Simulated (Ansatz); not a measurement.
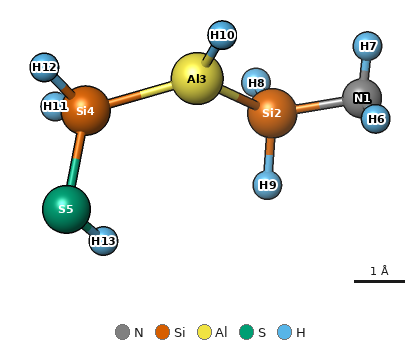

The starting structure (ball-and-stick view, seen at a tilt; atoms are numbered from 1 in the order of the input). Sticks mark near contacts.

Nudged elastic band of AlSi₂NH₈S

- system: AlSi₂NH₈S, SMILES N[SiH2][AlH][SiH2]S
- method: RKS BLYP/STO-3G (Ansatz 0.2.0)

One setting was made poor on purpose. It belongs to a series of runs on one base structure; here: band between the two ends. Figures and captions count atoms from 1; the log counts them from 0 in places.

Log:
```
Engine: ansatz 0.2.0, aarch64-unknown-linux-gnu
Functional definition: BLYP
  parameter beta = 0.0042
  parameter a = 0.04918
  parameter b = 0.132
  parameter c = 0.2533
  parameter d = 0.349
  exchange = b88_x(beta = beta)
  correlation = lyp_c(a = a, b = b, c = c, d = d)
630 factors; integrals over basis functions are off by at most 1.2e-5 eV
mean field evaluation 1: about -34397.1098 eV, gradient 3.5e1 eV
mean field evaluation 2: about -34333.9878 eV, gradient 1.1e2 eV
mean field evaluation 4: about -34401.2098 eV, gradient 6.2e0 eV
mean field evaluation 8: about -34401.3275 eV, gradient 1.1e-1 eV
mean field -34401.32758528 eV, -1264.2254707016 hartree, gradient 7.5e-5 eV, S^2 0.000000; 0 other end points of the search recorded, 0 dependent functions left out
the calculation of the forces begins
reference -34401.32790616 eV, -1264.2254824938 hartree; 36, 36 occupied and 13, 13 virtual orbitals, 630 factors
631 factors; integrals over basis functions are off by at most 1.8e-5 eV
mean field evaluation 16: about -34397.0929 eV, gradient 3.5e1 eV
mean field -34401.29991131 eV, -1264.2244537021 hartree, gradient 5.6e-5 eV, S^2 0.000000; 0 other end points of the search recorded, 0 dependent functions left out
[... from here on the field's lines of each further geometry are left out, up to the last ...]
NEB iter   1: max|band force component| = 8.438e-1 eV/Å  barrier→ = 0.1807 eV  barrier← = 0.1530 eV  Δτ_max = 0.2000 Å  (212 SCF iters)
NEB iter   2: max|band force component| = 5.230e-1 eV/Å  barrier→ = 0.1321 eV  barrier← = 0.1044 eV  Δτ_max = 0.1348 Å  (170 SCF iters)
NEB iter   3: max|band force component| = 1.864e-1 eV/Å  barrier→ = 0.0577 eV  barrier← = 0.0301 eV  CI = image 5  Δτ_max = 0.0614 Å  (175 SCF iters)
NEB iter   4: max|band force component| = 8.046e-2 eV/Å  barrier→ = 0.0523 eV  barrier← = 0.0246 eV  CI = image 5  Δτ_max = 0.1605 Å  (162 SCF iters)
NEB iter   5: max|band force component| = 7.278e-2 eV/Å  barrier→ = 0.0446 eV  barrier← = 0.0169 eV  CI = image 5  Δτ_max = 0.1238 Å  (158 SCF iters)
NEB iter   6: max|band force component| = 4.632e-2 eV/Å  barrier→ = 0.0418 eV  barrier← = 0.0141 eV  CI = image 5  Δτ_max = 0.0476 Å  (170 SCF iters)
NEB iter   7: max|band force component| = 6.080e-1 eV/Å  barrier→ = 0.0399 eV  barrier← = 0.0122 eV  CI = image 5  Δτ_max = 0.0742 Å  (25 SCF iters)
NEB iter   8: max|band force component| = 5.159e-2 eV/Å  barrier→ = 0.0391 eV  barrier← = 0.0115 eV  CI = image 5  Δτ_max = 0.0544 Å  (170 SCF iters)
NEB iter   9: max|band force component| = 5.243e-2 eV/Å  barrier→ = 0.0388 eV  barrier← = 0.0111 eV  CI = image 5  Δτ_max = 0.0216 Å  (161 SCF iters)
the calculation of the forces begins
reference -34401.29775983 eV, -1264.2243746366 hartree; 36, 36 occupied and 13, 13 virtual orbitals, 632 factors
631 factors; integrals over basis functions are off by at most 1.8e-5 eV
mean field evaluation 640: about -34401.2891 eV, gradient 9.0e-5 eV
mean field -34401.28914427 eV, -1264.2240580207 hartree, gradient 1.4e-5 eV, S^2 0.000000; 1 other end points of the search recorded, 0 dependent functions left out
the calculation of the forces begins
reference -34401.28945690 eV, -1264.2240695096 hartree; 36, 36 occupied and 13, 13 virtual orbitals, 631 factors
NEB iter  10: max|band force component| = 2.408e-2 eV/Å  barrier→ = 0.0384 eV  barrier← = 0.0108 eV  CI = image 5  Δτ_max = 0.0000 Å  (316 SCF iters)
```

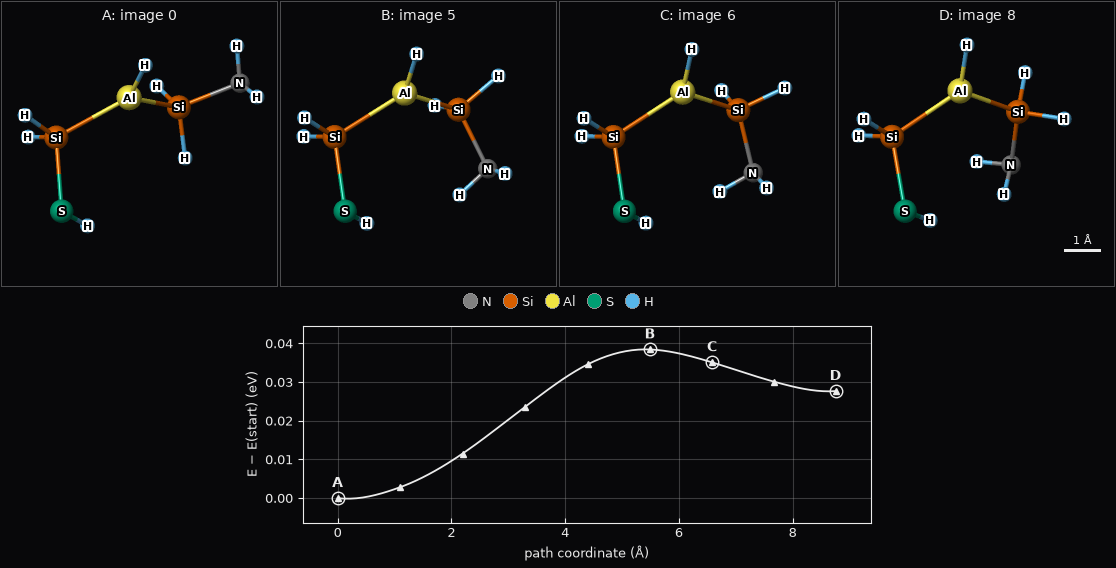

Images of the last band (counted from 0; ball-and-stick, seen at a tilt) above the energy along the path; the line is a cubic interpolation that uses the forces. The highest image is number 5, 0.038 eV above the start and 0.011 eV above the end (the climbing image); the end lies 0.028 eV above the start. The path is 8.76 Å long. The band converged in 10 iterations.

```
Total energy: -34401.28945690 eV, -1264.2240695096 hartree
Atom 0 at    -0.388670     2.562583     0.304537 Å, force     0.009690    -0.006731     0.009432 eV/Å
Atom 1 at    -1.520530     1.170443    -0.098672 Å, force    -0.007801    -0.004720     0.006737 eV/Å
Atom 2 at    -0.902167    -1.013252     0.461274 Å, force     0.003073     0.012261    -0.015128 eV/Å
Atom 3 at     1.011195    -2.030248    -0.396293 Å, force     0.003487    -0.010373     0.018694 eV/Å
Atom 4 at     2.890373    -1.148612     0.241680 Å, force    -0.011782    -0.005422    -0.013935 eV/Å
Atom 5 at     0.578863     2.289309    -0.076581 Å, force    -0.005088     0.000242    -0.003184 eV/Å
Atom 6 at    -0.200112     2.501081     1.361205 Å, force    -0.004773     0.002276    -0.005327 eV/Å
Atom 7 at    -2.786245     1.559158     0.519876 Å, force     0.002057     0.005235    -0.002824 eV/Å
Atom 8 at    -1.724716     1.294647    -1.541808 Å, force    -0.000447     0.003324     0.000770 eV/Å
Atom 9 at    -1.726617    -1.778189     1.483947 Å, force     0.004553    -0.002167     0.000455 eV/Å
Atom 10 at     1.005097    -2.062525    -1.862458 Å, force     0.002396    -0.002434    -0.001829 eV/Å
Atom 11 at     1.138457    -3.428520     0.004542 Å, force     0.002280    -0.001068    -0.000137 eV/Å
Atom 12 at     2.645572     0.049327    -0.386548 Å, force     0.002355     0.009576     0.006278 eV/Å
Dipole moment:    -0.122959    -0.272437     0.101421 e Å
this run last wrote the band of iteration 10 to [file]; this run last wrote the band within `neb.f_tol` of iteration 6 to [file]
```

The last band as extended XYZ (Å, eV, eV/Å):
```
13
Properties=species:S:1:pos:R:3:forces:R:3 image=0 energy=-34401.32758
N    -1.0822    2.7399    1.3833    0.0078  -0.0080   0.0061
Si   -0.8963    1.3982    0.1438   -0.0055   0.0049   0.0021
Al    0.0441   -0.6553    0.7367    0.0043  -0.0024   0.0105
Si    0.6391   -2.2716   -0.8343    0.0021   0.0006  -0.0048
S     2.5368   -1.9313   -1.8299   -0.0061   0.0111  -0.0028
H    -0.1088    2.8849    1.8158   -0.0128  -0.0029  -0.0053
H    -1.5965    2.3039    2.2205    0.0060   0.0039  -0.0074
H    -2.2504    1.2065   -0.3761    0.0057   0.0011   0.0017
H    -0.1436    2.0224   -0.9440   -0.0020   0.0003   0.0016
H     0.3309   -0.9412    2.2027   -0.0018   0.0014  -0.0121
H    -0.3885   -2.4499   -1.8651   -0.0007   0.0003   0.0027
H     0.8002   -3.5965   -0.2411   -0.0006   0.0016   0.0002
H     2.1357   -0.7449   -2.3976    0.0036  -0.0119   0.0076
13
Properties=species:S:1:pos:R:3:forces:R:3 image=1 energy=-34401.32476
N    -0.9643    2.7657    1.2368   -0.0017   0.0045   0.0002
Si   -1.0639    1.3313    0.0947    0.0006   0.0015   0.0003
Al   -0.1711   -0.7335    0.7206   -0.0021  -0.0022  -0.0035
Si    0.7128   -2.2509   -0.8114    0.0010  -0.0011  -0.0023
S     2.7347   -1.8041   -1.4602    0.0024  -0.0014  -0.0014
H     0.0774    2.8908    1.4700    0.0003   0.0003   0.0023
H    -1.3299    2.4204    2.1865   -0.0023  -0.0023   0.0009
H    -2.4951    1.1942   -0.1775    0.0003  -0.0028  -0.0014
H    -0.4734    1.8287   -1.1465    0.0024  -0.0003   0.0007
H    -0.0925   -1.0796    2.1988    0.0035   0.0027   0.0001
H    -0.1254   -2.3970   -2.0056   -0.0026   0.0007   0.0022
H     0.8214   -3.6024   -0.2686   -0.0017   0.0007   0.0016
H     2.3898   -0.5984   -2.0230   -0.0002  -0.0003   0.0003
13
Properties=species:S:1:pos:R:3:forces:R:3 image=2 energy=-34401.31606
N    -0.8157    2.7530    1.0596   -0.0006  -0.0035  -0.0007
Si   -1.2174    1.2763    0.0410    0.0029   0.0081   0.0014
Al   -0.3876   -0.8109    0.6801   -0.0048  -0.0048  -0.0035
Si    0.7874   -2.2144   -0.7611    0.0056  -0.0023  -0.0065
S     2.8624   -1.6521   -1.0592    0.0036   0.0001  -0.0022
H     0.2573    2.7978    1.1101   -0.0016   0.0035   0.0039
H    -1.0417    2.4878    2.0765   -0.0041  -0.0001   0.0007
H    -2.6800    1.2537    0.0124   -0.0005  -0.0048  -0.0024
H    -0.8006    1.6585   -1.3064    0.0043   0.0005   0.0005
H    -0.5276   -1.2309    2.1342    0.0064   0.0035   0.0012
H     0.1561   -2.3295   -2.0795   -0.0055  -0.0001   0.0026
H     0.8761   -3.5877   -0.2724   -0.0052   0.0009   0.0046
H     2.5517   -0.4364   -1.6206   -0.0005  -0.0010   0.0003
13
Properties=species:S:1:pos:R:3:forces:R:3 image=3 energy=-34401.30396
N    -0.6520    2.7057    0.8463    0.0009  -0.0151   0.0010
Si   -1.3478    1.2332   -0.0108    0.0057   0.0142  -0.0019
Al   -0.5921   -0.8844    0.6219   -0.0068  -0.0070  -0.0024
Si    0.8606   -2.1607   -0.6772    0.0102  -0.0039  -0.0085
S     2.9233   -1.4849   -0.6381    0.0019   0.0025  -0.0024
H     0.4159    2.6368    0.7395   -0.0032   0.0066   0.0040
H    -0.7493    2.5139    1.8999   -0.0044   0.0038  -0.0013
H    -2.7911    1.3598    0.1880   -0.0008  -0.0070  -0.0014
H    -1.1140    1.5133   -1.4258    0.0044   0.0034  -0.0003
H    -0.9627   -1.4033    2.0016    0.0074   0.0031   0.0043
H     0.4411   -2.2440   -2.0796   -0.0064  -0.0012   0.0015
H     0.9527   -3.5495   -0.2354   -0.0085   0.0009   0.0060
H     2.6359   -0.2709   -1.2156   -0.0005  -0.0004   0.0013
13
Properties=species:S:1:pos:R:3:forces:R:3 image=4 energy=-34401.29300
N    -0.5031    2.6394    0.5903   -0.0023  -0.0235   0.0025
Si   -1.4506    1.1999   -0.0576    0.0052   0.0181  -0.0009
Al   -0.7687   -0.9512    0.5498   -0.0013  -0.0059  -0.0071
Si    0.9375   -2.0943   -0.5512    0.0036  -0.0077  -0.0071
S     2.9344   -1.3169   -0.2035    0.0030   0.0043  -0.0010
H     0.5285    2.4545    0.3487   -0.0022   0.0067   0.0026
H    -0.4713    2.5203    1.6586   -0.0008   0.0061  -0.0027
H    -2.8258    1.4737    0.3551   -0.0022  -0.0061  -0.0006
H    -1.4223    1.3899   -1.5068    0.0038   0.0039  -0.0001
H    -1.3805   -1.5959    1.7828    0.0048   0.0043   0.0060
H     0.7254   -2.1510   -2.0011   -0.0036  -0.0020   0.0019
H     1.0431   -3.4910   -0.1382   -0.0052   0.0011   0.0036
H     2.6740   -0.1122   -0.8123   -0.0027   0.0006   0.0030
13
Properties=species:S:1:pos:R:3:forces:R:3 image=5 energy=-34401.28914
N    -0.3887    2.5626    0.3045    0.0097  -0.0067   0.0094
Si   -1.5205    1.1704   -0.0987   -0.0078  -0.0047   0.0067
Al   -0.9022   -1.0133    0.4613    0.0031   0.0123  -0.0151
Si    1.0112   -2.0302   -0.3963    0.0035  -0.0104   0.0187
S     2.8904   -1.1486    0.2417   -0.0118  -0.0054  -0.0139
H     0.5789    2.2893   -0.0766   -0.0051   0.0002  -0.0032
H    -0.2001    2.5011    1.3612   -0.0048   0.0023  -0.0053
H    -2.7862    1.5592    0.5199    0.0021   0.0052  -0.0028
H    -1.7247    1.2946   -1.5418   -0.0004   0.0033   0.0008
H    -1.7266   -1.7782    1.4839    0.0046  -0.0022   0.0005
H     1.0051   -2.0625   -1.8625    0.0024  -0.0024  -0.0018
H     1.1385   -3.4285    0.0045    0.0023  -0.0011  -0.0001
H     2.6456    0.0493   -0.3865    0.0024   0.0096   0.0063
13
Properties=species:S:1:pos:R:3:forces:R:3 image=6 energy=-34401.29246
N    -0.3361    2.5021   -0.0125   -0.0106  -0.0088   0.0117
Si   -1.5736    1.1493   -0.1311    0.0132   0.0194  -0.0059
Al   -0.9750   -1.0554    0.3602   -0.0090  -0.0085  -0.0181
Si    1.0886   -1.9743   -0.2154    0.0197  -0.0066   0.0051
S     2.8302   -1.0354    0.6763   -0.0002   0.0076  -0.0014
H     0.5463    2.1584   -0.5206    0.0004  -0.0054  -0.0073
H     0.0145    2.4954    1.0034    0.0085   0.0058  -0.0024
H    -2.6810    1.6205    0.6978   -0.0014  -0.0112   0.0045
H    -2.0497    1.2266   -1.5130    0.0005   0.0025   0.0010
H    -1.9646   -1.9353    1.1068    0.0016   0.0013   0.0062
H     1.2832   -1.9837   -1.6695   -0.0081  -0.0023  -0.0019
H     1.2205   -3.3731    0.1822   -0.0098   0.0021   0.0026
H     2.6172    0.1699    0.0501   -0.0049   0.0041   0.0059
13
Properties=species:S:1:pos:R:3:forces:R:3 image=7 energy=-34401.29745
N    -0.3258    2.4519   -0.3149   -0.0077   0.0064   0.0019
Si   -1.5934    1.1338   -0.1702    0.0069   0.0054  -0.0022
Al   -1.0012   -1.0870    0.2501   -0.0040  -0.0030  -0.0101
Si    1.1520   -1.9333   -0.0338    0.0088  -0.0024   0.0032
S     2.7214   -0.9575    1.1027   -0.0004   0.0035   0.0011
H     0.4145    2.0939   -1.0058    0.0010  -0.0056  -0.0044
H     0.2379    2.4319    0.5990    0.0072  -0.0011   0.0022
H    -2.5078    1.6398    0.8522   -0.0009  -0.0050   0.0032
H    -2.3271    1.2104   -1.4341   -0.0005   0.0001   0.0011
H    -2.0813   -2.0369    0.7428    0.0004   0.0000   0.0030
H     1.5432   -1.9156   -1.4481   -0.0035  -0.0013  -0.0019
H     1.2710   -3.3338    0.3613   -0.0044   0.0005   0.0007
H     2.5170    0.2676    0.5134   -0.0029   0.0026   0.0022
13
Properties=species:S:1:pos:R:3:forces:R:3 image=8 energy=-34401.29991
N    -0.3011    2.3008   -0.8778    0.0010   0.0070  -0.0016
Si   -1.0548    1.5236    0.6028    0.0007  -0.0034   0.0010
Al   -0.7340   -0.7394    1.0866   -0.0005   0.0004  -0.0002
Si    0.6353   -2.1422   -0.1730   -0.0012  -0.0021  -0.0002
S     2.6789   -1.4691   -0.4482   -0.0035   0.0130  -0.0065
H    -0.6009    1.7059   -1.7205    0.0004  -0.0023   0.0006
H     0.7476    2.0703   -0.8436   -0.0013  -0.0023   0.0005
H    -0.5802    2.3483    1.7139   -0.0009   0.0001   0.0007
H    -2.4810    1.8180    0.4679    0.0004   0.0007  -0.0008
H    -1.4441   -1.3251    2.2966    0.0001   0.0000   0.0005
H     0.0542   -2.3893   -1.4984    0.0010   0.0005   0.0005
H     0.7915   -3.4718    0.4092   -0.0002   0.0003   0.0008
H     2.3090   -0.2649   -1.0007    0.0039  -0.0119   0.0048
```

The run was set up as follows.

Input:
```yaml
crystal:
  periodic: [false, false, false]
  atoms:
    - { symbol: "N", position_ang: [-1.08225, 2.739865, 1.383263] }
    - { symbol: Si, position_ang: [-0.896285, 1.398212, 0.143763] }
    - { symbol: Al, position_ang: [0.044075, -0.655279, 0.736687] }
    - { symbol: Si, position_ang: [0.639147, -2.271583, -0.834286] }
    - { symbol: S, position_ang: [2.53678, -1.931314, -1.829916] }
    - { symbol: H, position_ang: [-0.108796, 2.884914, 1.81579] }
    - { symbol: H, position_ang: [-1.596523, 2.303946, 2.220517] }
    - { symbol: H, position_ang: [-2.250426, 1.206525, -0.376143] }
    - { symbol: H, position_ang: [-0.143587, 2.022382, -0.943953] }
    - { symbol: H, position_ang: [0.330934, -0.941179, 2.20275] }
    - { symbol: H, position_ang: [-0.388462, -2.449917, -1.865139] }
    - { symbol: H, position_ang: [0.800215, -3.596513, -0.241075] }
    - { symbol: H, position_ang: [2.135678, -0.744857, -2.397558] }
basis:
  gaussian: { orbitals: STO-3G }
hamiltonian:
  xc: blyp
neb:
  order_check: false
  images: 7
  f_tol: 0.05
  max_iterations: 60
  initial_path: idpp
  spring: 50.0
  final_atoms:
    - { symbol: "N", position_ang: [-0.4809194, 2.42759851, -0.17585454] }
    - { symbol: Si, position_ang: [-0.93528436, 1.256401, 1.160634] }
    - { symbol: Al, position_ang: [-0.50986755, -1.0328697, 0.9701675] }
    - { symbol: Si, position_ang: [0.60918724, -1.98695284, -0.83725756] }
    - { symbol: S, position_ang: [2.55850644, -1.14996516, -1.28973965] }
    - { symbol: H, position_ang: [-0.92910005, 2.05123519, -1.07657026] }
    - { symbol: H, position_ang: [0.55738758, 2.25649567, -0.39220364] }
    - { symbol: H, position_ang: [-0.26669387, 1.79604669, 2.3445211] }
    - { symbol: H, position_ang: [-2.36378836, 1.49322032, 1.36612647] }
    - { symbol: H, position_ang: [-0.97412578, -1.9476798, 2.09226911] }
    - { symbol: H, position_ang: [-0.20921226, -1.92052914, -2.05422846] }
    - { symbol: H, position_ang: [0.88355845, -3.40987668, -0.66075661] }
    - { symbol: H, position_ang: [2.08085194, 0.13207796, -1.43240745] }
```

Launch command:
```bash
ansatz run input.yaml --threads 1 --pin off --max-ram 2048MiB --backend cpu --events-out ev --progress --plain --runs-dir out
```

Results in brief:

```json
{"quantity": "outcome", "value": "converged"}
{"quantity": "barrier, forward", "value": "0.038 eV"}
{"quantity": "barrier, backward", "value": "0.011 eV"}
{"quantity": "hardware", "value": "1 thread of Arm Neoverse V2, 24 GiB of memory available, shared host"}
{"quantity": "wall time", "value": "2.9 min"}
{"quantity": "peak memory", "value": "0.1 GiB"}
```

Notes:

A deliberately poor setting: spring. The order of the saddle point was not checked.
